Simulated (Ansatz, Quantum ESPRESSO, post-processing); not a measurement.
# Thickness dependence of 1T-SnO2, part 7 of 7

Wanted: polarisability and band edges of 1T-SnO2, layer by layer.

Quantum ESPRESSO 7.5; plane-wave DFT, LDA, GBRV ultrasoft pseudopotentials; geometry by Ansatz 0.2.0 with PAW datasets.

So far. Step 14 (Bands along a path, 2 layers: no field): Along this path the valence top lies between K and Γ and the conduction bottom at Γ. Step 20 (Electrostatic potential, 3 layers): The slope in the vacuum is 0.100 eV/Å for an applied 0.10 V/Å, as it should be.

## 21. Band structure, 3 layers: no field

Contents of n3.f0.bands.in:

```
&control
  prefix = 'n3.f0.bands'
  outdir = './out'
  pseudo_dir = './pseudo'
  calculation = 'bands'
  tefield = .true.
  dipfield = .true.
/
&system
  ibrav = 0
  nat = 9
  ntyp = 2
  ecutwfc = 40
  ecutrho = 200
  occupations = 'smearing'
  smearing = 'fd'
  degauss = 0.004
  edir = 3
  emaxpos = 0.97
  eopreg = 0.04
  eamp = 0.0
  nbnd = 43
/
&electrons
  conv_thr = 1e-07
  mixing_beta = 0.4
  electron_maxstep = 120
  mixing_mode = 'local-TF'
/
ATOMIC_SPECIES
  O   15.9990  o_lda_v1.2.uspp.F.UPF
  Sn  118.7100  sn_lda_v1.4.uspp.F.UPF
CELL_PARAMETERS angstrom
  3.21662257216921 -0.00000000000000 0.00000000000000
  -1.60831128608461 2.78567686188498 -0.00000000000000
  0.00000000000000 0.00000000000000 28.96656314600000
ATOMIC_POSITIONS crystal
  O   0.666666666667 0.333333333333 0.305965675807
  Sn  0.000000000000 0.000000000000 0.340999974764
  O   0.333333333333 0.666666666667 0.375935417356
  O   0.666666666667 0.333333333333 0.465084158500
  Sn  0.000000000000 0.000000000000 0.500000300109
  O   0.333333333333 0.666666666667 0.534916439832
  O   0.666666666667 0.333333333333 0.624064279914
  Sn  -0.000000000000 -0.000000000000 0.658999725868
  O   0.333333333333 0.666666666667 0.694034027850
K_POINTS crystal_b
4
  0.0000000000 0.0000000000 0.0000000000 12
  0.5000000000 0.0000000000 0.0000000000 12
  0.3333333333 0.3333333333 0.0000000000 12
  0.0000000000 0.0000000000 0.0000000000 1
```

Command:

```bash
$ cp -r out/n3.f0.save out/n3.f0.bands.save
$ cp out/n3.f0.xml out/n3.f0.bands.xml
$ OMP_NUM_THREADS=1 mpirun -n 4 pw.x -nk 4 -in n3.f0.bands.in > n3.f0.bands.out
```

The program printed:

```text
[banner, memory and clock lines left out]
Program PWSCF v.7.5 starts

          URL

     Presently no symmetry can be used with electric field

     Atomic positions and unit cell read from directory:
     ./out/n3.f0.bands.save/

     G-vector sticks info

     bravais-lattice index     =            0
     lattice parameter (alat)  =       6.0785  a.u.
     unit-cell volume          =    1751.5576 (a.u.)^3
     number of atoms/cell      =            9
     number of atomic types    =            2
     number of electrons       =        78.00
     number of Kohn-Sham states=           43
     kinetic-energy cutoff     =      40.0000  Ry
     charge density cutoff     =     200.0000  Ry
     Exchange-correlation=  SLA  PZ   NOGX NOGC
                           (   1   1   0   0   0   0   0)

     celldm(1)=   6.078536  celldm(2)=   0.000000  celldm(3)=   0.000000
     celldm(4)=   0.000000  celldm(5)=   0.000000  celldm(6)=   0.000000

     crystal axes: (cart. coord. in units of alat)
               a(1) = (   1.000000  -0.000000   0.000000 )
               a(2) = (  -0.500000   0.866025  -0.000000 )
               a(3) = (   0.000000   0.000000   9.005273 )

     reciprocal axes: (cart. coord. in units 2 pi/alat)
               b(1) = (  1.000000  0.577350 -0.000000 )
               b(2) = (  0.000000  1.154701 -0.000000 )
               b(3) = (  0.000000  0.000000  0.111046 )

     PseudoPot. # 1 for O  read from file:
     ./pseudo/o_lda_v1.2.uspp.F.UPF
     Pseudo is Ultrasoft + core correction, Zval =  6.0
     Generated by new atomic code, or converted to UPF format
     Using radial grid of  737 points,  5 beta functions with:
                l(1) =   0
                l(2) =   0
                l(3) =   1
                l(4) =   1
                l(5) =   2
     Q(r) pseudized with  8 coefficients,  rinner =    0.900   0.900   0.900
                                                       0.900   0.900

     PseudoPot. # 2 for Sn read from file:
     ./pseudo/sn_lda_v1.4.uspp.F.UPF
     Pseudo is Ultrasoft + core correction, Zval = 14.0
     Generated by new atomic code, or converted to UPF format
     Using radial grid of  891 points,  6 beta functions with:
                l(1) =   0
                l(2) =   0
                l(3) =   1
                l(4) =   1
                l(5) =   2
                l(6) =   2
     Q(r) pseudized with  8 coefficients,  rinner =    1.350   1.350   1.350
                                                       1.350   1.350

     atomic species   valence    mass     pseudopotential
     O                 6.00    15.99900     O ( 1.00)
     Sn               14.00   118.71000     Sn( 1.00)

     No symmetry found

   Cartesian axes

     site n.     atom                  positions (alat units)
         1        O      tau(   1) = (   0.5000000   0.2886751   2.7553043  )
         2        Sn     tau(   2) = (   0.0000000   0.0000000   3.0707977  )
         3        O      tau(   3) = (  -0.0000000   0.5773503   3.3854009  )
         4        O      tau(   4) = (   0.5000000   0.2886751   4.1882096  )
         5        Sn     tau(   5) = (   0.0000000   0.0000000   4.5026390  )
         6        O      tau(   6) = (  -0.0000000   0.5773503   4.8170684  )
         7        O      tau(   7) = (   0.5000000   0.2886751   5.6198690  )
         8        Sn     tau(   8) = (   0.0000000   0.0000000   5.9344722  )
         9        O      tau(   9) = (  -0.0000000   0.5773503   6.2499656  )

     number of k points=    37  Fermi-Dirac smearing, width (Ry)=  0.0040
                       cart. coord. in units 2pi/alat
        k(    1) = (   0.0000000   0.0000000   0.0000000), wk =   0.0540541
        k(    2) = (   0.0416667   0.0240563   0.0000000), wk =   0.0540541
        k(    3) = (   0.0833333   0.0481125   0.0000000), wk =   0.0540541
        k(    4) = (   0.1250000   0.0721688   0.0000000), wk =   0.0540541
        k(    5) = (   0.1666667   0.0962250   0.0000000), wk =   0.0540541
        k(    6) = (   0.2083333   0.1202813   0.0000000), wk =   0.0540541
        k(    7) = (   0.2500000   0.1443376   0.0000000), wk =   0.0540541
        k(    8) = (   0.2916667   0.1683938   0.0000000), wk =   0.0540541
        k(    9) = (   0.3333333   0.1924501   0.0000000), wk =   0.0540541
        k(   10) = (   0.3750000   0.2165064   0.0000000), wk =   0.0540541
        k(   11) = (   0.4166667   0.2405626   0.0000000), wk =   0.0540541
        k(   12) = (   0.4583333   0.2646189   0.0000000), wk =   0.0540541
        k(   13) = (   0.5000000   0.2886751   0.0000000), wk =   0.0540541
        k(   14) = (   0.4861111   0.3127314   0.0000000), wk =   0.0540541
        k(   15) = (   0.4722222   0.3367877   0.0000000), wk =   0.0540541
        k(   16) = (   0.4583333   0.3608439   0.0000000), wk =   0.0540541
        k(   17) = (   0.4444444   0.3849002   0.0000000), wk =   0.0540541
        k(   18) = (   0.4305556   0.4089564   0.0000000), wk =   0.0540541
        k(   19) = (   0.4166667   0.4330127   0.0000000), wk =   0.0540541
        k(   20) = (   0.4027778   0.4570690   0.0000000), wk =   0.0540541
        k(   21) = (   0.3888889   0.4811252   0.0000000), wk =   0.0540541
        k(   22) = (   0.3750000   0.5051815   0.0000000), wk =   0.0540541
        k(   23) = (   0.3611111   0.5292377   0.0000000), wk =   0.0540541
        k(   24) = (   0.3472222   0.5532940   0.0000000), wk =   0.0540541
        k(   25) = (   0.3333333   0.5773503   0.0000000), wk =   0.0540541
        k(   26) = (   0.3055556   0.5292377   0.0000000), wk =   0.0540541
        k(   27) = (   0.2777778   0.4811252   0.0000000), wk =   0.0540541
        k(   28) = (   0.2500000   0.4330127   0.0000000), wk =   0.0540541
        k(   29) = (   0.2222222   0.3849002   0.0000000), wk =   0.0540541
        k(   30) = (   0.1944444   0.3367877   0.0000000), wk =   0.0540541
        k(   31) = (   0.1666667   0.2886751   0.0000000), wk =   0.0540541
        k(   32) = (   0.1388889   0.2405626   0.0000000), wk =   0.0540541
        k(   33) = (   0.1111111   0.1924501   0.0000000), wk =   0.0540541
        k(   34) = (   0.0833333   0.1443376   0.0000000), wk =   0.0540541
        k(   35) = (   0.0555556   0.0962250   0.0000000), wk =   0.0540541
        k(   36) = (   0.0277778   0.0481125   0.0000000), wk =   0.0540541
        k(   37) = (   0.0000000   0.0000000   0.0000000), wk =   0.0540541

     Dense  grid:    83893 G-vectors     FFT dimensions: (  27,  27, 250)

     Smooth grid:    59945 G-vectors     FFT dimensions: (  25,  25, 225)

     Check: negative core charge=   -0.000001

     The potential is recalculated from file :
[...]
4.3082   4.3135   6.6704

          k = 0.3889 0.4811 0.0000 (  7526 PWs)   bands (ev):

   -21.6733 -21.6627 -21.6622 -21.2734 -21.2647 -21.2644 -20.9570 -20.9510
   -20.9507 -20.8416 -20.8396 -20.8346 -20.8342 -20.8338 -20.8335 -17.2545
   -17.2280 -17.2179 -16.3492 -16.3357 -16.3353  -8.0124  -7.9511  -7.9097
    -5.4770  -5.3092  -5.1539  -5.1236  -5.0151  -4.9178  -3.8064  -3.6774
    -3.5765  -2.0997  -1.8795  -1.7052  -1.6519  -1.5340  -1.4537   4.4014
     4.4083   4.4171   6.9298

          k = 0.3750 0.5052 0.0000 (  7534 PWs)   bands (ev):

   -21.6302 -21.6197 -21.6193 -21.3330 -21.3239 -21.3236 -20.9406 -20.9347
   -20.9344 -20.8537 -20.8479 -20.8476 -20.8458 -20.8388 -20.8385 -17.1222
   -17.0975 -17.0887 -16.4283 -16.4147 -16.4144  -8.0452  -7.9759  -7.9260
    -5.3848  -5.2221  -5.1918  -5.0740  -5.0612  -4.9517  -4.0006  -3.8566
    -3.7355  -2.0653  -1.8393  -1.7369  -1.6220  -1.5398  -1.4481   4.4735
     4.4906   4.5089   7.1767

          k = 0.3611 0.5292 0.0000 (  7534 PWs)   bands (ev):

   -21.5852 -21.5750 -21.5746 -21.3904 -21.3810 -21.3807 -20.9238 -20.9178
   -20.9176 -20.8674 -20.8616 -20.8613 -20.8503 -20.8432 -20.8429 -16.9898
   -16.9671 -16.9598 -16.5192 -16.5045 -16.5040  -8.0730  -7.9978  -7.9415
    -5.3045  -5.2375  -5.1450  -5.0973  -4.9955  -4.9685  -4.1641  -4.0094
    -3.8750  -2.0192  -1.8191  -1.7541  -1.6189  -1.5314  -1.4518   4.5257
     4.5510   4.5772   7.3858

          k = 0.3472 0.5533 0.0000 (  7526 PWs)   bands (ev):

   -21.5391 -21.5292 -21.5288 -21.4441 -21.4344 -21.4341 -20.9071 -20.9013
   -20.9010 -20.8804 -20.8746 -20.8743 -20.8544 -20.8473 -20.8469 -16.8602
   -16.8400 -16.8344 -16.6220 -16.6054 -16.6038  -8.0922  -8.0134  -7.9533
    -5.2550  -5.2527  -5.1059  -5.0978  -4.9684  -4.9520  -4.2761  -4.1144
    -3.9725  -1.9655  -1.8533  -1.7238  -1.6433  -1.5083  -1.4641   4.5567
     4.5871   4.6185   7.5231

          k = 0.3333 0.5774 0.0000 (  7542 PWs)   bands (ev):

   -21.4930 -21.4930 -21.4863 -21.4861 -21.4798 -21.4795 -20.8928 -20.8928
   -20.8871 -20.8868 -20.8868 -20.8865 -20.8566 -20.8494 -20.8490 -16.7378
   -16.7378 -16.7263 -16.7262 -16.7052 -16.7048  -8.0994  -8.0194  -7.9581
    -5.2469  -5.2469  -5.0945  -5.0944  -4.9525  -4.9524  -4.3156  -4.1516
    -4.0071  -1.9077  -1.9076  -1.6814  -1.6813  -1.4839  -1.4838   4.5668
     4.5989   4.6322   7.5674

          k = 0.3056 0.5292 0.0000 (  7536 PWs)   bands (ev):

   -21.5722 -21.5620 -21.5616 -21.4032 -21.3938 -21.3935 -20.9146 -20.9088
   -20.9085 -20.8863 -20.8800 -20.8797 -20.8411 -20.8345 -20.8342 -16.9960
   -16.9724 -16.9641 -16.5189 -16.5046 -16.5043  -8.0652  -7.9893  -7.9324
    -5.3596  -5.2201  -5.1460  -5.0805  -4.9989  -4.8723  -4.1878  -4.0307
    -3.8926  -2.0350  -1.8154  -1.7530  -1.6145  -1.5302  -1.4499   4.5301
     4.5559   4.5823   7.4454

          k = 0.2778 0.4811 0.0000 (  7540 PWs)   bands (ev):

   -21.6229 -21.6124 -21.6119 -21.3220 -21.3130 -21.3127 -20.9317 -20.9259
   -20.9256 -20.8975 -20.8910 -20.8907 -20.8143 -20.8080 -20.8077 -17.2882
   -17.2583 -17.2446 -16.3632 -16.3467 -16.3439  -7.9517  -7.8864  -7.8408
    -5.4932  -5.3518  -5.2177  -4.9801  -4.8503  -4.7418  -3.9186  -3.7747
    -3.6485  -2.1706  -1.9124  -1.6600  -1.6565  -1.5080  -1.4460   4.4290
     4.4398   4.4501   7.1879

          k = 0.2500 0.4330 0.0000 (  7516 PWs)   bands (ev):

   -21.6424 -21.6317 -21.6311 -21.2540 -21.2452 -21.2449 -20.9432 -20.9374
   -20.9371 -20.9107 -20.9042 -20.9039 -20.7950 -20.7888 -20.7884 -17.5989
   -17.5627 -17.5434 -16.2839 -16.2591 -16.2476  -7.7513  -7.7004  -7.6697
    -5.5422  -5.4082  -5.2818  -4.7477  -4.6498  -4.5813  -3.6104  -3.4815
    -3.3693  -2.2976  -2.0361  -1.7519  -1.5655  -1.4743  -1.4720   4.2605
     4.2655   4.2691   6.8772

          k = 0.2222 0.3849 0.0000 (  7500 PWs)   bands (ev):

   -21.6304 -21.6196 -21.6188 -21.2028 -21.1941 -21.1938 -20.9487 -20.9429
   -20.9426 -20.9227 -20.9161 -20.9158 -20.7890 -20.7829 -20.7826 -17.9113
   -17.8692 -17.8445 -16.2838 -16.2486 -16.2267  -7.4671  -7.4323  -7.4172
    -5.4722  -5.3484  -5.2312  -4.4751  -4.4223  -4.4118  -3.3065  -3.1939
    -3.0971  -2.3978  -2.1524  -1.8553  -1.5520  -1.4772  -1.4613   4.0283
     4.0352   4.0410   6.5458

          k = 0.1944 0.3368 0.0000 (  7474 PWs)   bands (ev):

   -21.5883 -21.5776 -21.5767 -21.1706 -21.1620 -21.1617 -20.9483 -20.9425
   -20.9422 -20.9321 -20.9254 -20.9251 -20.7987 -20.7927 -20.7924 -18.2081
   -18.1607 -18.1310 -16.3583 -16.3124 -16.2800  -7.1132  -7.0926  -7.0902
    -5.2794  -5.1665  -5.0581  -4.2516  -4.1883  -4.1836  -3.0327  -2.9363
    -2.8553  -2.4548  -2.2464  -1.9536  -1.6372  -1.4769  -1.4317   3.7232
     3.7408   3.7589   6.2015

          k = 0.1667 0.2887 0.0000 (  7452 PWs)   bands (ev):

   -21.5200 -21.5096 -21.5087 -21.1580 -21.1492 -21.1489 -20.9425 -20.9407
   -20.9367 -20.9364 -20.9340 -20.9337 -20.8218 -20.8159 -20.8156 -18.4744
   -18.4224 -18.3881 -16.4946 -16.4386 -16.3966  -6.7169  -6.7005  -6.6997
    -4.9764  -4.8743  -4.7720  -4.1071  -3.9648  -3.8938  -2.8095  -2.7263
    -2.6597  -2.4601  -2.3045  -2.0362  -1.7377  -1.5136  -1.4049   3.3093
     3.3745   3.4455   5.8396

          k = 0.1389 0.2406 0.0000 (  7450 PWs)   bands (ev):

   -21.4316 -21.4217 -21.4209 -21.1625 -21.1534 -21.1531 -20.9573 -20.9503
   -20.9500 -20.9324 -20.9266 -20.9263 -20.8473 -20.8416 -20.8413 -18.6993
   -18.6435 -18.6052 -16.6733 -16.6084 -16.5581  -6.2994  -6.2841  -6.2820
    -4.5876  -4.4968  -4.3952  -3.9600  -3.7572  -3.6230  -2.6567  -2.5774
    -2.5185  -2.4184  -2.3168  -2.0939  -1.8326  -1.5646  -1.3963   2.8089
     2.9417   3.0906   5.4589

          k = 0.1111 0.1925 0.0000 (  7458 PWs)   bands (ev):

   -21.3323 -21.3231 -21.3224 -21.1809 -21.1714 -21.1711 -20.9895 -20.9824
   -20.9821 -20.9189 -20.9131 -20.9128 -20.8617 -20.8560 -20.8557 -18.8778
   -18.8192 -18.7776 -16.8711 -16.7988 -16.7418  -5.9051  -5.8816  -5.8717
    -4.1453  -4.0724  -3.9594  -3.7626  -3.5521  -3.3812  -2.5875  -2.4928
    -2.4294  -2.3482  -2.2859  -2.1247  -1.9075  -1.6264  -1.4049   2.2520
     2.4655   2.7073   5.0686

          k = 0.0833 0.1443 0.0000 (  7454 PWs)   bands (ev):

   -21.2342 -21.2259 -21.2255 -21.2099 -21.1998 -21.1995 -21.0276 -21.0206
   -21.0203 -20.9029 -20.8971 -20.8968 -20.8654 -20.8597 -20.8594 -19.0101
   -18.9495 -18.9054 -17.0632 -16.9851 -16.9229  -5.6077  -5.5382  -5.4848
    -3.6884  -3.6521  -3.5061  -3.4603  -3.3229  -3.1675  -2.5846  -2.4513
    -2.3779  -2.2805  -2.2411  -2.1408  -1.9673  -1.7046  -1.4352   1.6811
     1.9847   2.3248   4.6909

          k = 0.0556 0.0962 0.0000 (  7447 PWs)   bands (ev):

   -21.2431 -21.2326 -21.2323 -21.1520 -21.1443 -21.1440 -21.0577 -21.0507
   -21.0504 -20.8856 -20.8798 -20.8796 -20.8651 -20.8594 -20.8591 -19.0999
   -19.0380 -18.9921 -17.2249 -17.1423 -17.0765  -5.4220  -5.2910  -5.1721
    -3.2578  -3.2506  -3.0913  -3.0909  -3.0619  -2.9749  -2.6096  -2.4228
    -2.3452  -2.2415  -2.2141  -2.1613  -2.0382  -1.8150  -1.4940   1.1549
     1.5546   1.9882   4.3631

          k = 0.0278 0.0481 0.0000 (  7429 PWs)   bands (ev):

   -21.2695 -21.2586 -21.2583 -21.0988 -21.0916 -21.0913 -21.0752 -21.0682
   -21.0679 -20.8704 -20.8646 -20.8643 -20.8642 -20.8584 -20.8581 -19.1514
   -19.0889 -19.0419 -17.3333 -17.2479 -17.1799  -5.3293  -5.1502  -4.9712
    -2.8969  -2.8845  -2.8299  -2.8102  -2.7980  -2.7901  -2.6282  -2.3633
    -2.3096  -2.2472  -2.2192  -2.1950  -2.1410  -1.9756  -1.5747   0.7605
     1.2467   1.7524   4.1345

          k = 0.0000 0.0000 0.0000 (  7431 PWs)   bands (ev):

   -21.2795 -21.2686 -21.2682 -21.0808 -21.0808 -21.0738 -21.0738 -21.0735
   -21.0735 -20.8639 -20.8639 -20.8581 -20.8581 -20.8578 -20.8578 -19.1682
   -19.1055 -19.0582 -17.3716 -17.2852 -17.2164  -5.3022  -5.1056  -4.9025
    -2.7387  -2.7387  -2.7082  -2.7082  -2.6926  -2.6926  -2.6316  -2.2762
    -2.2762  -2.2379  -2.2379  -2.2168  -2.2168  -2.1413  -1.6216   0.6091
     1.1332   1.6669   4.0518

     XML data file, pseudopotentials, collected wavefunctions

                                        0.00s GPU  (     454 calls)
[key lines of the parts left out:]
Dipole field          0.0000 Ry au,
```

The job ended after 44 s (4 MPI ranks of Arm Neoverse V2, shared host; peak memory 0.45 GiB; 2.9 min of CPU time).

This step gave:

```
dipole along the normal              : 2.08e-5 e·Å
valence top, on the run's zero       : -1.396 eV
conduction bottom, on the run's zero : 0.6091 eV
gap by band count                    : 2.005 eV
```

Band numbers count within the set of bands kept for display. The electronic bands at the labelled points (eV, zero at the highest filled level of the SCF mesh; v1 is the highest filled band, c1 the lowest empty one):

| point | v4 | v3 | v2 | v1 | c1 | c2 | c3 | c4 |
| --- | --- | --- | --- | --- | --- | --- | --- | --- |
| Γ | -0.81 | -0.81 | -0.74 | -0.22 | 2.01 | 2.54 | 3.07 | 5.46 |
| M | -0.44 | -0.28 | -0.25 | -0.23 | 5.11 | 5.14 | 5.19 | 6.95 |
| K | -0.28 | -0.28 | -0.08 | -0.08 | 5.97 | 6.00 | 6.04 | 8.97 |
| Γ | -0.81 | -0.81 | -0.74 | -0.22 | 2.01 | 2.54 | 3.07 | 5.46 |

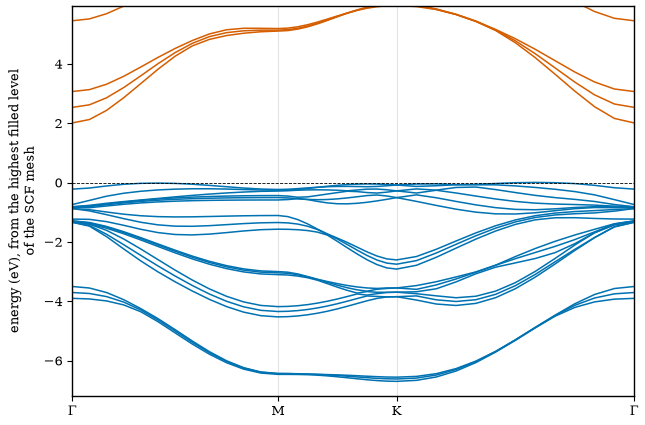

Electronic bands along the path; lines of filled and empty bands in two colours.

Along this path the valence top lies between K and Γ and the conduction bottom at Γ.

## 22. Polarisability from the dipole between 0 and 0.1 V/A, 3 layers

Read from the output:

- polarisability a cell: 6.526 Å³
- sheet polarisability 4πα/A: 9.153 Å

The change of the potential energy, second field less first by z:

| z (Å) | change of the potential energy, second field less first (eV) |
| --- | --- |
| 0 | -0.495 |
| 2 | -0.790 |
| 4 | -0.590 |
| 6 | -0.390 |
| 8 | -0.206 |
| 10 | -0.152 |
| 12 | -0.0882 |
| 14 | -0.00601 |
| 16 | 0.0317 |
| 18 | 0.136 |
| 20 | 0.167 |
| 22 | 0.296 |
| 24 | 0.495 |
| 26 | 0.695 |
| 28 | 0.895 |

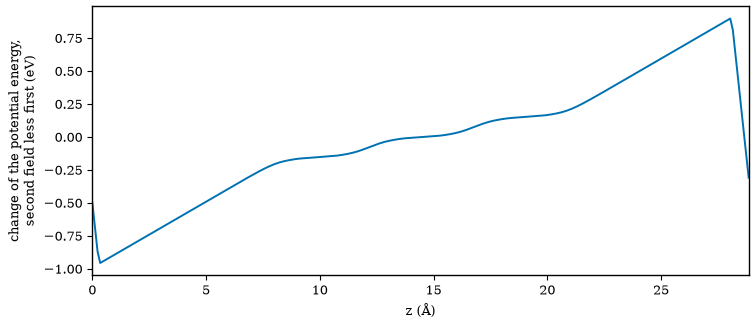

Change of the potential energy, second field less first, plotted against z.

## 23. The series side by side

All levels:

| level | sheet polarisability (Å) | gap without a field (eV) | vacuum over the valence top of the mesh (eV) | CPU time (s) |
| --- | --- | --- | --- | --- |
| 1 layer | 2.995 | 2.493 | 8.669 | 186.7 |
| 2 layers | 6.077 | 2.189 | 8.628 | 500.4 |
| 3 layers | 9.153 | 2.005 | 8.584 | 1032 |

## 24. A check by hand

From 2 to 3 layers, over the growth of the distance between the outermost mean planes: (9.153 − 6.077) Å / 4.580 Å = 0.672 = 1 − 1/ε, so ε = 3.0.

## 25. Outcome

```
4πα/A of 1 layer                         : 2.99 Å
gap along the path, 1 layer              : 2.49 eV
Kohn-Sham ionisation potential, 1 layer  : 8.67 eV
4πα/A of 2 layers                        : 6.08 Å
gap along the path, 2 layers             : 2.19 eV
Kohn-Sham ionisation potential, 2 layers : 8.63 eV
4πα/A of 3 layers                        : 9.15 Å
gap along the path, 3 layers             : 2.01 eV
Kohn-Sham ionisation potential, 3 layers : 8.58 eV
```

In words: The sheet polarisability 4πα/A grows as 2.99, 6.08 and 9.15 Å for 1, 2 and 3 layers (LDA, GBRV ultrasoft). The last layer adds 4.58 Å between the outermost mean planes and 3.08 Å of 4πα/A; 1 − 1/ε = 0.672 gives ε = 3.0 along the normal for the stacked crystal at this spacing. The gap runs 2.49, 2.19 and 2.01 eV, falling with each layer as bands that reach between the layers split. The single layer was relaxed under plain PBE (a = 3.227 Å), the stacks with a dispersion correction (a = 3.216 Å for two layers), so the first step mixes stacking with a strain of -0.3 %. The nearest atoms of neighbouring layers lie 3.18 Å apart. One stacking was chosen. The ions are clamped in the field. Semilocal gaps are too small and shrink less with thickness than quasiparticle gaps, which also feel the screening by neighbours. Spin-orbit coupling is left out; depending on the atoms that carry the levels of interest, it can split and shift them by tens to hundreds of meV.

[Logs are printed without paths, hosts, clocks, repeated set-up lines and the standing remarks that a program may print on its own settings, such as how far it seeks lower states.]

[Hosts, paths, dates, database ids (printed as entryN), source tags and the programs' standing remarks are cut or masked in the printed files.]

[Maps of the electrostatic potential energy from Ansatz leave out the sawtooth potential of an applied field or a dipole correction, so their vacuum need not be flat; planar profiles and work functions include it.]
